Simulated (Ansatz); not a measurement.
# One shape, several levels: CH5Al (AlH2Me)

Aim: a comparison of 6 runs (B2PLYP/STO-3G, CAM-B3LYP/STO-3G, PBE/STO-3G, PBE0/STO-3G, SVWN5/STO-3G, CCSDTQ/STO-3G) of CH5Al (AlH2Me). 

The results are computed with Ansatz 0.2.0.

56 further runs of the same task are left out: 2 that didn't finish, 54 set aside as unsound or not needed.

## 1. The molecule

CH5Al: 7 atoms, total charge 0, spin state singlet. As SMILES, `[H][Al]([H])[CH3]`. The H3–Al1 distance was set to 2.327 Å, away from the relaxed value. At this shape a bond of the SMILES string is far longer than usual.

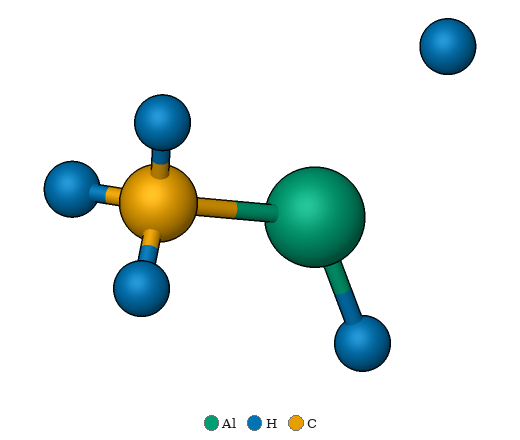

The structure, seen from a chosen angle (aluminium teal, hydrogen blue, carbon amber).

## 2. A single-point energy at B2PLYP/STO-3G (run 1)

Input file run.yaml:

```yaml
basis:
  gaussian: {orbitals: STO-3G}
crystal:
  periodic: [false, false, false]
  atoms:
    - symbol: Al
      position_ang: [0.876882, 0.231201, 0.012149]
    - symbol: H
      position_ang: [2.424252, 0.335951, 0.054459]
    - symbol: H
      position_ang: [-0.157080, 2.315610, -0.032820]
    - symbol: C
      position_ang: [-0.112158, -1.489319, 0.012239]
    - symbol: H
      position_ang: [-0.233968, -1.918619, -0.990111]
    - symbol: H
      position_ang: [-1.124598, -1.385069, 0.423819]
    - symbol: H
      position_ang: [0.394532, -2.258419, 0.610189]
hamiltonian: {xc: {name: B2PLYP}}
correlation: {frozen_orbitals: {Al: 5, C: 1, H: 0}}
accuracy: high
```

Command:

```bash
ansatz run run.yaml --threads 1 --pin off --max-ram 2610MiB --events-out events.jsonl --progress --plain --runs-dir runs
```

Standard output:

```text
Warning: RAYON_NUM_THREADS=1 ignored (pool sized by the plan → 1); use --threads N
Functional definition: B2PLYP
  name "B2PLYP"
  parameter a = 0.53
  parameter c = 0.27
  exchange = (1 - a)*b88_x + a*exact_x
  correlation = (1 - c)*lyp_c + c*(mp2_os + mp2_ss)
334 factors; integrals over basis functions are off by at most 1.5e-8 eV
mean field evaluation 1: about -7610.1731 eV, gradient 1.9e1 eV
mean field evaluation 2: about -7610.1561 eV, gradient 1.9e1 eV
mean field evaluation 4: about -7612.5170 eV, gradient 1.3e0 eV
mean field evaluation 8: about -7612.5223 eV, gradient 1.1e-2 eV
mean field evaluation 16: about -7612.5224 eV, gradient 8.6e-8 eV
mean field -7612.52235046 eV, -279.7550364264 hartree, gradient 8.6e-8 eV, S^2 0.000000; 0 other end points of the search recorded, 0 dependent functions left out; unrestricted orbitals would lower it
6 core orbitals not correlated: weight in the atoms' cores, before any rotation towards them, 0.999 or more for the frozen orbitals, at most 0.000 for the correlated occupied ones
reference -7612.52237056 eV, -279.7550371653 hartree; 6, 6 occupied and 7, 7 virtual orbitals, 334 factors
second order -3.76449165 eV of doubles, -0.00000000 eV of singles
Total energy: -7613.53878331 eV, -279.7923896447 hartree
```

Wall time 1.6 s (1 thread of Arm Neoverse V2, shared host); peak memory 0.1 GiB.

## 3. A single-point energy at CAM-B3LYP/STO-3G (run 2)

Input file input.yaml:

```yaml
crystal:
  periodic: [false, false, false]
  atoms:
    - {symbol: Al, position_ang: [0.876882, 0.231201, 0.012149]}
    - {symbol: H, position_ang: [2.424252, 0.335951, 0.054459]}
    - {symbol: H, position_ang: [-0.157080, 2.315610, -0.032820]}
    - {symbol: C, position_ang: [-0.112158, -1.489319, 0.012239]}
    - {symbol: H, position_ang: [-0.233968, -1.918619, -0.990111]}
    - {symbol: H, position_ang: [-1.124598, -1.385069, 0.423819]}
    - {symbol: H, position_ang: [0.394532, -2.258419, 0.610189]}
basis:
  gaussian:
    orbitals: STO-3G
accuracy: high
hamiltonian:
  xc: {name: CAM-B3LYP}
```

Command:

```bash
ansatz run input.yaml --threads 1 --pin off --max-ram 2610MiB --events-out events.jsonl --progress --plain --runs-dir runs
```

Standard output:

```text
Warning: RAYON_NUM_THREADS=1 ignored (pool sized by the plan → 1); use --threads N
Functional definition: CAM-B3LYP
  name "CAM-B3LYP"
  parameter alpha = 0.19
  parameter beta = 0.46
  parameter omega = 0.33/bohr
  parameter ac = 0.81
  exchange = (1 - alpha - beta)*b88_x + beta*b88_x_sr(omega) + alpha*exact_x + beta*exact_x_lr(omega)
  correlation = (1 - ac)*vwn5_c + ac*lyp_c
334 factors; integrals over basis functions are off by at most 1.5e-8 eV
169 factors; integrals over basis functions are off by at most 1.3e-9 eV
mean field evaluation 1: about -7615.4151 eV, gradient 2.1e1 eV
mean field evaluation 2: about -7615.8223 eV, gradient 2.0e1 eV
mean field evaluation 4: about -7618.1057 eV, gradient 6.1e-1 eV
mean field evaluation 8: about -7618.0343 eV, gradient 1.8e-3 eV
mean field evaluation 16: about -7618.0343 eV, gradient 9.3e-8 eV
mean field -7618.03433160 eV, -279.9575979971 hartree, gradient 9.3e-8 eV, S^2 0.000000; 0 other end points of the search recorded, 0 dependent functions left out
reference -7618.03434683 eV, -279.9575985569 hartree; 12, 12 occupied and 7, 7 virtual orbitals, 334 factors
Total energy: -7618.03434683 eV, -279.9575985569 hartree
```

Run time: 1.2 s. Hardware: 1 thread of Arm Neoverse V2, shared host; peak memory 0.1 GiB.

Runs 3 to 5 aren't shown in full; the table further down has their settings and results.

## 4. A single-point energy at CCSDTQ/STO-3G (run 6)

Input file in.yaml:

```yaml
crystal:
  periodic: [false, false, false]
  atoms:
    - {symbol: Al, position_ang: [0.876882, 0.231201, 0.012149]}
    - {symbol: H, position_ang: [2.424252, 0.335951, 0.054459]}
    - {symbol: H, position_ang: [-0.157080, 2.315610, -0.032820]}
    - {symbol: C, position_ang: [-0.112158, -1.489319, 0.012239]}
    - {symbol: H, position_ang: [-0.233968, -1.918619, -0.990111]}
    - {symbol: H, position_ang: [-1.124598, -1.385069, 0.423819]}
    - {symbol: H, position_ang: [0.394532, -2.258419, 0.610189]}
basis:
  gaussian:
    orbitals: STO-3G
correlation:
  method: ccsdtq
  frozen_orbitals: {Al: 5, C: 1, H: 0}
accuracy: high
scf:
  omitted_lower_state_checks: [cluster_reference, increment]
```

Command:

```bash
ansatz run in.yaml --threads 1 --pin off --max-ram 2610MiB --events-out events.jsonl --progress --plain --runs-dir runs
```

Standard output, shortened:

```text
Warning: RAYON_NUM_THREADS=1 ignored (pool sized by the plan → 1); use --threads N
Functional definition: HF
  name "HF"
[...]
334 factors; integrals over basis functions are off by at most 1.5e-8 eV
[...]
mean field -7596.61747972 eV, -279.1705432073 hartree, gradient 7.0e-9 eV, S^2 0.000000; 0 other end points of the search recorded, 0 dependent functions left out; unrestricted orbitals would lower it
6 core orbitals not correlated: weight in the atoms' cores, before any rotation towards them, 1.000 or more for the frozen orbitals, at most 0.000 for the correlated occupied ones
reference -7596.61747972 eV, -279.1705432073 hartree; 6, 6 occupied and 7, 7 virtual orbitals, 334 factors
second order -2.84341571 eV of doubles, -0.00000000 eV of singles
cycle   1  -3.61539983 eV  change   -7.7e-1 eV  update   1.0e-1
[...]
cycle  24  -4.21659097 eV  change   2.6e-10 eV  update  6.8e-10
Total energy: -7600.83407069 eV, -279.3255000673 hartree
Checks for a lower state left out: cluster_reference, increment
```

Wall time 3.6 s (1 thread of Arm Neoverse V2, shared host); peak memory 0.1 GiB.

## 5. All runs side by side

```tsv
run	level	frozen core orbitals	energy (Eh)	wall time
1	B2PLYP/STO-3G	6	-279.792390	1.6 s
2	CAM-B3LYP/STO-3G	–	-279.957599	1.2 s
3	PBE/STO-3G	–	-279.804493	1.1 s
4	PBE0/STO-3G	–	-279.846529	1.1 s
5	SVWN5/STO-3G	–	-278.512157	0.68 s
6	CCSDTQ/STO-3G	6	-279.325500	3.6 s
```

## 6. Results

| quantity | value |
| --- | --- |
| run 6: total energy | -279.32550 Eh |
| run 6: correlation energy (6 core orbitals frozen) | -155.0 mEh |
| run 6: T1 diagnostic | 0.020 |

**Reading.** Totals of different functionals can't be ranked against each other. In runs 1, 6 the log says that unrestricted orbitals would lower the reference, so the values rest on an unstable closed-shell determinant (other closed-shell runs at this shape may share the fault). In runs 1, 2, 3, 4, 5, 6 the basis is minimal, so the values are rough. All runs together took 9.3 s, the longest 3.6 s.
